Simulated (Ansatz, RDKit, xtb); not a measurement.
**C4H4F2OSi: ranking a sample of isomers, part 1 of 2**

Which of a sample of isomers of C4H4F2OSi is the most stable in the gas at 298.15 K, and what are its properties? The sample is small against all isomers, and the most stable one of this formula need not be in it.

The funnel: GFN2-xTB relaxations, single points with a density functional, relaxations at r2SCAN-D4/def2-SVP, harmonic vibrations (at GFN2-xTB), and a last energy at a higher level. All values are calculated.

## (1) Possible bonding patterns

Isomers were taken from a list of plausible structures; this is a sample, not all of them. That gives 4 candidates.

```
label                SMILES     spin
 c131    O=C1CC=C1[SiH](F)F  singlet
 c340  O[Si@@H]1C=C(F)C=C1F  singlet
 c807    CC#CC(=O)[SiH](F)F  singlet
 c892       F[SiH2]c1occc1F  singlet
```

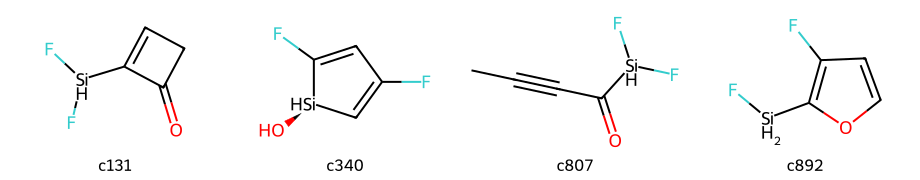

Structural formulas of the candidates.

Candidates are built by distance geometry, with a force field where one applies, in up to four conformers (letters a to d).

## (2) First filter: tight binding

All 5 starts are relaxed the same way. One of them, c131a (taken from a list of plausible isomers, embedded by distance geometry and MMFF94), in full:

File start.xyz:

```xyz
12
c131a
C     -1.391181     1.143753     1.441849
C     -0.762373    -0.215487     1.842887
C     -0.485529    -0.342644     0.369673
C     -0.994747     0.837055     0.058298
F      0.222372     2.189214    -2.081083
F     -2.123677     1.089437    -2.499998
O     -1.888886     2.100812     1.973741
Si    -1.246162     1.927048    -1.404536
H     -1.524867    -0.921371     2.277806
H      0.057206    -0.177359     2.539062
H     -0.019096    -1.138825    -0.207069
H     -1.952557     3.243821    -1.130783
```

Command:

```
$ xtb start.xyz --gfn 2 --opt
```

What it wrote (excerpt; [...] marks lines left out):

```text
* xtb version 6.7.1
[...]
          :  # basis functions                  42          :
[...]
          :  # electrons                        44          :
[...]
          :  Hamiltonian                  GFN2-xTB          :
[...]
          :  net charge                          0          :
          :  unpaired electrons                  0          :
[...]
   *** convergence criteria satisfied after 13 iterations ***
[...]
   *** GEOMETRY OPTIMIZATION CONVERGED AFTER 8 ITERATIONS ***
[...]
   *** convergence criteria satisfied after 3 iterations ***
[...]
         ::                     SUMMARY                     ::
         :::::::::::::::::::::::::::::::::::::::::::::::::::::
         :: total energy             -25.922041160092 Eh    ::
         :: gradient norm              0.000642489584 Eh/a0 ::
         :: HOMO-LUMO gap              2.755945574082 eV    ::
         ::.................................................::
         :: SCC energy               -26.157056737834 Eh    ::
         :: -> isotropic ES            0.060584859602 Eh    ::
         :: -> anisotropic ES         -0.000375209700 Eh    ::
         :: -> anisotropic XC          0.003864555902 Eh    ::
         :: -> dispersion             -0.008405246590 Eh    ::
         :: repulsion energy           0.235015577742 Eh    ::
         :: add. restraining           0.000000000000 Eh    ::
         :: total charge              -0.000000000000 e     ::
         :::::::::::::::::::::::::::::::::::::::::::::::::::::
[...]
        22        2.0000           -0.4088259             -11.1247 (HOMO)
        23                         -0.3075467              -8.3688 (LUMO)
[...]
     #   Z          covCN         q      C6AA      α(0)
     1   6          3.243     0.246    22.117     7.622
     2   6          4.039    -0.093    22.194     6.692
     3   6          3.322     0.003    25.774     8.078
     4   6          3.077    -0.123    31.034     9.133
     5   9          0.705    -0.252    11.795     4.055
     6   9          0.705    -0.252    11.797     4.056
     7   8          0.856    -0.324    20.226     6.030
     8  14          3.217     0.625   131.871    24.004
     9   1          0.925     0.067     2.117     2.275
    10   1          0.925     0.067     2.119     2.276
    11   1          0.926     0.063     2.165     2.301
    12   1          0.924    -0.026     3.555     2.948
[...]
     #   Z sym  total        # sym  WBO       # sym  WBO       # sym  WBO
 ---------------------------------------------------------------------------
     1   6      3.917 --     7      1.882     4      1.024     2      0.941
     2   6      3.989 --     3      1.022    10      0.955     9      0.955
                             1      0.941
     3   6      3.966 --     4      1.799     2      1.022    11      0.968
     4   6      3.957 --     3      1.799     1      1.024     8      0.886
     5   9      1.215 --     8      1.104
     6   9      1.214 --     8      1.103
     7   8      2.142 --     1      1.882
     8  14      4.035 --     5      1.104     6      1.103     4      0.886
                            12      0.884
     9   1      0.995 --     2      0.955
    10   1      0.995 --     2      0.955
    11   1      0.996 --     3      0.968
[...]
molecular dipole:
                 x           y           z       tot (Debye)
 q only:        0.218      -0.554       0.214
   full:        0.303      -0.786       0.360       2.328
molecular quadrupole (traceless):
[...]
          | TOTAL ENERGY              -25.922041160092 Eh   |
          | GRADIENT NORM               0.000642489584 Eh/α |
          | HOMO-LUMO GAP               2.755945574082 eV   |
           -------------------------------------------------
[...]
```

Wall time 0.058 s (4 threads of Arm Neoverse V2, shared host).

## (3) The minima found

5 of the 5 relaxations converged. 5 distinct structures remain:

```csv
label,start,SMILES after,spin,energy (kcal/mol)
c131a,drawn,O=C1CC=C1[SiH](F)F,singlet,0.0
c131b,drawn,O=C1CC=C1[SiH](F)F,singlet,1.1
c892a,drawn,F[SiH2]c1occc1F,singlet,3.7
c807a,drawn,CC#CC(=O)[SiH](F)F,singlet,14.1
c340a,drawn,O[Si@@H]1C=C(F)C=C1F,singlet,44.3
```

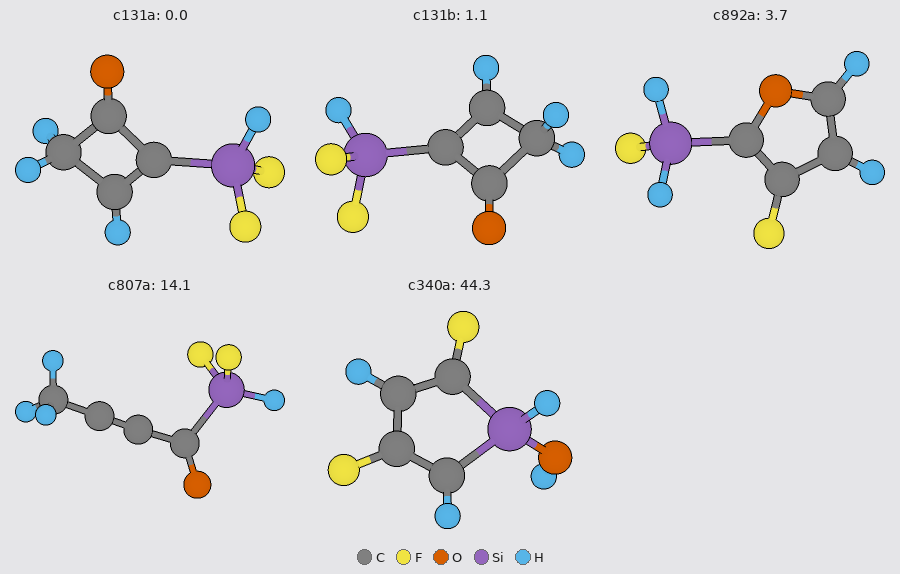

The 5 lowest minima that did not fall apart, with their GFN2-xTB energies in kcal/mol.

## (4) Second filter: single points

A choice of the minima (the low ones first, few conformers of a pattern, up to a cap) and the lowest that fell apart get a single point at r2SCAN-D4/def2-SVP on the tight-binding geometry, and one at HF/STO-3G for comparison. The lowest singlets are also tried as triplets at the same geometry (label ending in t). The first, c131a:

File input.yaml:

```yaml
crystal:
  periodic: [false, false, false]
  atoms:
    - {symbol: C, position_ang: [-1.379738, 1.146060, 1.523514]}
    - {symbol: C, position_ang: [-0.789404, -0.236468, 1.871262]}
    - {symbol: C, position_ang: [-0.506963, -0.291877, 0.392944]}
    - {symbol: C, position_ang: [-1.030182, 0.917246, 0.096452]}
    - {symbol: F, position_ang: [0.161868, 2.144333, -2.156836]}
    - {symbol: F, position_ang: [-2.051695, 1.088149, -2.534140]}
    - {symbol: O, position_ang: [-1.892643, 2.024200, 2.148491]}
    - {symbol: Si, position_ang: [-1.257351, 1.948883, -1.443395]}
    - {symbol: H, position_ang: [-1.507649, -0.962954, 2.249785]}
    - {symbol: H, position_ang: [0.079434, -0.217618, 2.528453]}
    - {symbol: H, position_ang: [-0.040747, -1.053769, -0.205204]}
    - {symbol: H, position_ang: [-1.894426, 3.229269, -1.291482]}
basis:
  gaussian:
    orbitals: def2-SVP
scf:
  lower_state_search: "off"
hamiltonian:
  xc: {name: r2SCAN}
  dispersion: d4
```

Command:

```
$ ansatz run input.yaml --threads 4 --pin off --max-ram 7830MiB --events-out events.jsonl --progress --plain --runs-dir runs
```

What it wrote (excerpt; [...] marks lines left out):

```text
Warning: RAYON_NUM_THREADS=4 ignored (pool sized by the plan → 4); use --threads N
Functional definition: r2SCAN
  name "r2SCAN"
[...]
1499 factors; their error is unknown
[...]
mean field -19555.28972822 eV, -718.6436424605 hartree, gradient 3.1e-6 eV, S^2 0.000000; 0 other end points of the search recorded, 0 dependent functions left out
reference -19555.28973811 eV, -718.6436428242 hartree; 34, 34 occupied and 102, 102 virtual orbitals, 1499 factors
Total energy: -19555.36849719 eV, -718.6465371668 hartree
Checks for a lower state left out: stability, starts, cluster_reference, orbital_swaps, neighbouring_geometries, increment
```

It took 1.4 s on 4 threads of Arm Neoverse V2, shared host; peak memory 0.18 GiB.

Relative energies in kcal/mol, each column from its lowest structure that stays in one piece:

| label | SMILES | spin | GFN2-xTB | HF/STO-3G | r2SCAN-D4/def2-SVP |
| --- | --- | --- | --- | --- | --- |
| c131b | O=C1CC=C1[SiH](F)F | singlet | 1.1 | 16.1 | 0.0 |
| c131a | O=C1CC=C1[SiH](F)F | singlet | 0.0 | 16.3 | 0.4 |
| c807a | CC#CC(=O)[SiH](F)F | singlet | 14.1 | 35.7 | 20.0 |
| c892a | F[SiH2]c1occc1F | singlet | 3.7 | 0.0 | 28.6 |
| c131bt | O=C1CC=C1[SiH](F)F | triplet | – | – | 71.3 |
| c807at | CC#CC(=O)[SiH](F)F | triplet | – | – | 72.5 |

## (5) Third filter: density-functional geometries

3 candidates are relaxed at r2SCAN-D4/def2-SVP (chosen among the lowest in one piece, one conformer a pattern). The first, c131b:

File input.yaml:

```yaml
crystal:
  periodic: [false, false, false]
  atoms:
    - {symbol: C, position_ang: [-1.919753, 0.981901, -2.299100]}
    - {symbol: C, position_ang: [-2.192347, 2.348513, -1.635798]}
    - {symbol: C, position_ang: [-1.209201, 1.853420, -0.609679]}
    - {symbol: C, position_ang: [-0.967768, 0.660856, -1.189735]}
    - {symbol: F, position_ang: [1.099054, -1.093422, -2.014037]}
    - {symbol: F, position_ang: [-0.784911, -2.131958, -0.742548]}
    - {symbol: O, position_ang: [-2.316267, 0.435628, -3.279736]}
    - {symbol: Si, position_ang: [0.109483, -0.811738, -0.794335]}
    - {symbol: H, position_ang: [-1.881460, 3.213556, -2.220738]}
    - {symbol: H, position_ang: [-3.214886, 2.498592, -1.290897]}
    - {symbol: H, position_ang: [-0.837670, 2.318967, 0.285731]}
    - {symbol: H, position_ang: [0.889100, -0.742705, 0.417038]}
basis:
  gaussian:
    orbitals: def2-SVP
hamiltonian:
  xc: r2scan
  dispersion: d4
scf:
  lower_state_search: "off"
relax:
  f_tol: 0.006
```

Command:

```
$ ansatz run input.yaml --threads 4 --pin off --max-ram 7830MiB --events-out events.jsonl --progress --plain --runs-dir runs
```

What it wrote (excerpt; [...] marks lines left out):

```text
Warning: RAYON_NUM_THREADS=4 ignored (pool sized by the plan → 4); use --threads N
[...]
[... 2 set-up lines as earlier in the session ...]
[...]
1499 factors; their error is unknown
[...]
mean field -19555.30496283 eV, -718.6442023223 hartree, gradient 3.2e-6 eV, S^2 0.000000; 0 other end points of the search recorded, 0 dependent functions left out
[...]
reference -19555.30497253 eV, -718.6442026788 hartree; 34, 34 occupied and 102, 102 virtual orbitals, 1499 factors
relax step   1: F+E_penalty+E_count = -19555.38444666 eV  Δ(F+E_penalty+E_count) = +0.000e0 eV  max|allowed force component| = 1.404e0 eV/Å  Δτ_max = 0.0000 Å  (20 SCF iters, accepted)
[...]
relax step   3: F+E_penalty+E_count = -19555.47718927 eV  Δ(F+E_penalty+E_count) = -1.356e-2 eV  max|allowed force component| = 8.874e-2 eV/Å  Δτ_max = 0.0312 Å  (23 SCF iters, accepted)
[...]
Atom 3 at    -0.964944     0.616823    -1.222136 Å, force     0.001212    -0.000804     0.001343 eV/Å
Atom 4 at     1.149451    -1.088901    -2.016884 Å, force     0.001422    -0.000941    -0.002480 eV/Å
Atom 5 at    -0.801867    -2.157665    -0.689532 Å, force    -0.001612    -0.002632     0.000318 eV/Å
Atom 6 at    -2.343012     0.458548    -3.319128 Å, force     0.000989     0.000528     0.002128 eV/Å
Atom 7 at     0.107380    -0.830663    -0.812497 Å, force    -0.000669     0.005098     0.002801 eV/Å
Atom 8 at    -1.882214     3.245401    -2.207795 Å, force     0.000146    -0.000352    -0.000018 eV/Å
Atom 9 at    -3.227127     2.515261    -1.269097 Å, force     0.000098    -0.000118     0.000028 eV/Å
Atom 10 at    -0.799174     2.261629     0.296006 Å, force     0.000088    -0.000333    -0.000315 eV/Å
Atom 11 at     0.865247    -0.650964     0.445309 Å, force    -0.000184    -0.000019    -0.000677 eV/Å
Dipole moment:     0.045077     0.730576     0.639164 e Å
Checks for a lower state left out: stability, starts, cluster_reference, orbital_swaps, neighbouring_geometries, increment
```

Wall time 17 s (4 threads of Arm Neoverse V2, shared host); peak memory 0.19 GiB.

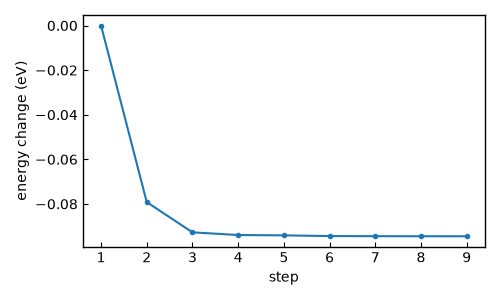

Energy along the run, all evaluated steps.

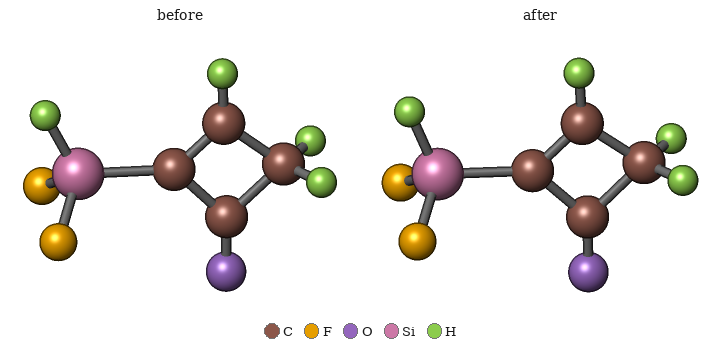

Before and after, at one scale.

After the run. Bond lengths: C1–C2 1.560 Å, C2–C3 1.516 Å, C1–C4 1.515 Å, C3–C4 1.364 Å, C1–O7 1.196 Å, C4–Si8 1.847 Å, F5–Si8 1.613 Å, F6–Si8 1.613 Å, C2–H9 1.104 Å, C2–H10 1.104 Å, C3–H11 1.095 Å, Si8–H12 1.479 Å. Some angles: C1–C2–C3 82.8°, C2–C1–C4 89.8°, C2–C1–O7 134.5°, C4–C1–O7 135.8°, C2–C3–C4 97.7°, C1–C4–C3 89.7°, C1–C4–Si8 136.4°, C3–C4–Si8 133.9°, C4–Si8–F5 109.6°, C4–Si8–F6 109.5°.

## (6) Ranking at r2SCAN-D4/def2-SVP

| label | spin | r2SCAN-D4/def2-SVP (kcal/mol) | r2SCAN-D4/def2-SVP, relaxed (kcal/mol) | time |
| --- | --- | --- | --- | --- |
| c131b | singlet | 0.0 | 0.0 | 17 s |
| c807a | singlet | 20.0 | 19.5 | 20 s |
| c892a | singlet | 28.6 | 28.0 | 29 s |

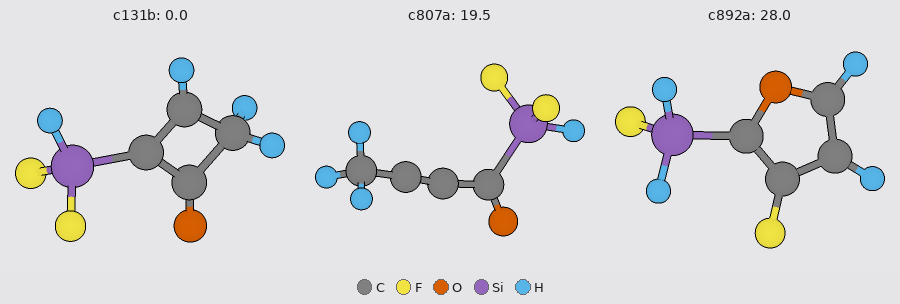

The relaxed structures, with energies at r2SCAN-D4/def2-SVP in kcal/mol.

(Continued in part 2 of 2.)
